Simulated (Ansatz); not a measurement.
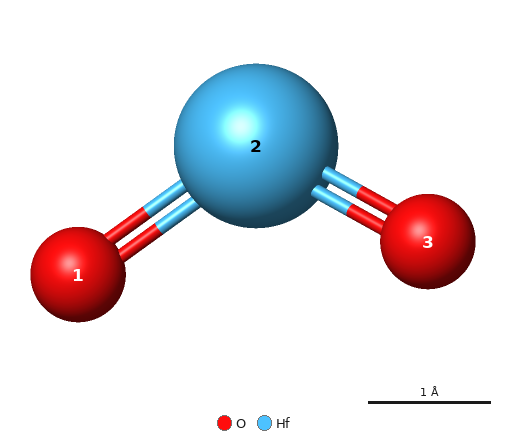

The picture comes from a calculation with Ansatz.

Atoms carry their numbers in the input. Charge 0, singlet. Geometry: moved along internal coordinates away from the minimum.

Question: How are the neighbours of atom 2 arranged?

Answer: Hf2 has 2 neighbours (O1 at 1.82, O3 at 1.78 Å); the arrangement is bent.
